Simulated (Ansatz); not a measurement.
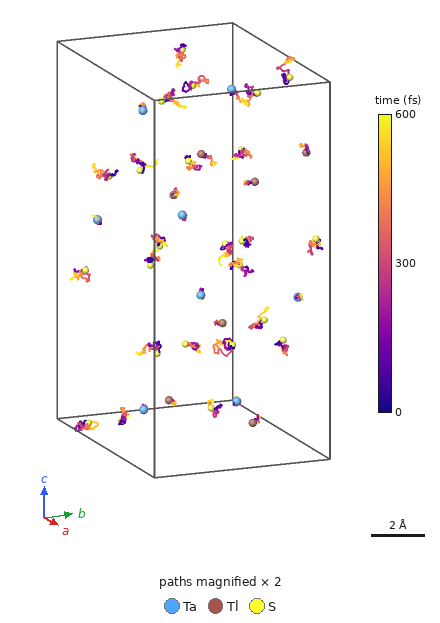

First-principles dynamics of TaTlS₃ with a Tl vacancy (39 atoms in the cell, charge -1), 600 fs long. It starts from the last geometry of an earlier run, with fresh velocities. Lines trace each atom's path, coloured by time; spheres stand at the starting positions. The excursions are magnified 2 times. Seen slightly off an axis in the simulation cell.

These are results of DFT PBEsol, scalar-relativistic, plane waves, PAW in Ansatz, not measurements. Run with plane-wave cutoff 420 eV; k-point mesh 1 × 2 × 1; Fermi-Dirac smearing 0.05 eV; Langevin thermostat (NVT); set temperature 1170 K; time step 3 fs; friction 0.5 per fs.

Input
```yaml
crystal:
  lattice:
    - [9.550819, 0.0, 0.0]
    - [0.0, 7.181878, 0.0]
    - [0.0, 0.0, 14.7307]
  atoms:
    - { symbol: Ta, position: [0.57423925, 0.16979286, 0.89851449] }
    - { symbol: Ta, position: [0.25971009, 0.3484598, 0.0476537] }
    - { symbol: Ta, position: [0.15359193, 0.14448624, 0.54460233] }
    - { symbol: Ta, position: [0.79679003, 0.37648959, 0.43372088] }
    - { symbol: Tl, position: [0.48693829, 0.39378498, 0.64971835] }
    - { symbol: Tl, position: [-0.07260853, 0.30689714, 0.8316311] }
    - { symbol: Tl, position: [0.90173377, 0.136812, 0.18367468] }
    - { symbol: S, position: [0.45661081, 0.11303716, 0.05978698] }
    - { symbol: S, position: [0.40013991, 0.37296087, 0.88592439] }
    - { symbol: S, position: [0.01374641, 0.15395274, 0.38779411] }
    - { symbol: S, position: [0.93098162, 0.4425786, 0.5875963] }
    - { symbol: S, position: [0.66604248, 0.10197635, 0.75766955] }
    - { symbol: S, position: [0.21244694, 0.45029451, 0.1834944] }
    - { symbol: S, position: [0.25878805, 0.15260109, 0.67605313] }
    - { symbol: S, position: [0.70408257, 0.33949045, 0.29147016] }
    - { symbol: S, position: [0.6999988, 0.14257492, 0.50935541] }
    - { symbol: S, position: [0.30926335, 0.41275596, 0.48569114] }
    - { symbol: S, position: [0.11356901, 0.11439687, 0.00066302] }
    - { symbol: S, position: [0.73620938, 0.36243162, 0.98034546] }
    - { symbol: Ta, position: [0.60867064, 0.65624594, 0.936289] }
    - { symbol: Ta, position: [0.30767985, 0.85240741, 0.0527624] }
    - { symbol: Ta, position: [0.14464964, 0.63236218, 0.53145392] }
    - { symbol: Ta, position: [0.85815222, 0.89620856, 0.41265176] }
    - { symbol: Tl, position: [0.48080339, 0.85969246, 0.66108468] }
    - { symbol: Tl, position: [0.52920674, 0.64880461, 0.30437619] }
    - { symbol: Tl, position: [-0.02158221, 0.87718923, 0.8156044] }
    - { symbol: Tl, position: [0.93903176, 0.59373011, 0.10686789] }
    - { symbol: S, position: [0.47800745, 0.61261499, 0.07306397] }
    - { symbol: S, position: [0.43223755, 0.90310694, 0.8869326] }
    - { symbol: S, position: [-0.00834073, 0.63112621, 0.38607976] }
    - { symbol: S, position: [0.97620142, 0.93345858, 0.58366656] }
    - { symbol: S, position: [0.70610688, 0.66103983, 0.79097352] }
    - { symbol: S, position: [0.18727583, 0.89534507, 0.18075887] }
    - { symbol: S, position: [0.19891179, 0.63778634, 0.68248923] }
    - { symbol: S, position: [0.74956848, 0.87239462, 0.28280274] }
    - { symbol: S, position: [0.67555664, 0.6651102, 0.48057305] }
    - { symbol: S, position: [0.27727023, 0.90024998, 0.47019636] }
    - { symbol: S, position: [0.14949451, 0.62866172, -0.02991676] }
    - { symbol: S, position: [0.76973607, 0.89907933, 0.98110735] }
total_charge: -1
basis:
  ecutwfc: 420.0
kpoints:
  mp_grid: { grid: [1, 2, 1] }
hamiltonian:
  xc: pbesol
scf:
  occupations: { method: fermi_dirac, width: 0.05 }
  lower_state_search: "off"
  max_iter: 73
md:
  timestep: 3.0
  n_steps: 200
  ensemble: nvt_langevin
  temperature: 1170.0
  initial_velocities: maxwell_boltzmann
  seed: 325052
  friction: 0.5
```

Launched with:
```bash
ansatz run input.yaml --threads 4 --pin off --max-ram 10240MiB --backend cpu --events-out ev --progress --plain --runs-dir out
```

### What do the traces tell about the motion?

In the second half of the run the atoms are, in the root-mean-square, this far from where they began (common drift taken out): S 0.24 Å, Tl 0.19 Å, Ta 0.12 Å. That is small against the typical shortest distance between atoms in the first frame, about 2.3 Å: the atoms vibrate about their sites and the arrangement holds. The mean temperature in the second half is 1157 K (standard deviation 136 K). The potential energy is still drifting at the end, so the run hasn't reached equilibrium. The potential energy in the second half lies on average 3.3 meV per atom above the first frame. The friction is so strong that the slow modes are overdamped, and the motion no longer resembles free dynamics.

Limits of the set-up: the periodic images lie only 7.2 Å apart, so the values are limited by the cell's size; the cell is charged, on a uniform background, and energies carry no finite-size correction.

The run took 23 min on 4 threads of AMD EPYC 7B13 (Zen 3), with other jobs on the host, peak memory 2.5 GiB.
